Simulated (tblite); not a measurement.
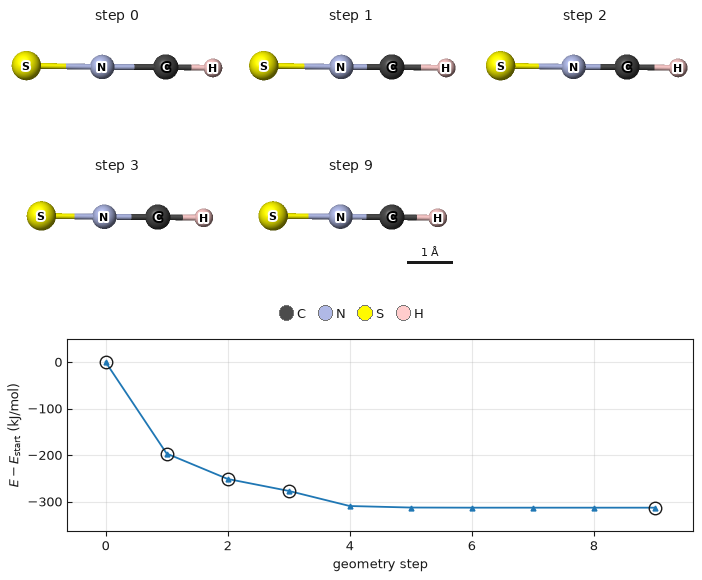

Frames of a relaxation of CHNS, marked on the history of the run. A ball-and-stick model, seen at a tilt.

These are results of GFN2-xTB geometry optimisation, gas phase (tblite), not measurements. 

Question: What happens along the run?

Answer: After 9 geometry steps the energy has fallen by 313.0 kJ/mol. The S atom moves most after the best rigid fit: 0.29 Å. Largest moves by element: S 0.29 Å, H 0.21 Å, C 0.18 Å, N 0.10 Å. Among the contacts that change: C–N 1.447 → 1.169 Å, N–S 1.727 → 1.533 Å, C–H 1.073 → 1.045 Å. From step 0 to 1: the C atom moves most (0.18 Å), energy −196.6 kJ/mol. From step 1 to 2: the S atom moves most (0.06 Å), energy −54.6 kJ/mol. From step 2 to 3: the S atom moves most (0.20 Å), energy −25.7 kJ/mol. From step 3 to 9: the S atom moves most (0.05 Å), energy −36.1 kJ/mol.

```
step  E − E(0), kJ/mol
   0              0.00
   1           -196.65
   2           -251.26
   3           -276.91
   4           -309.40
   5           -312.67
   6           -312.96
   7           -312.96
   8           -312.96
   9           -312.97
```
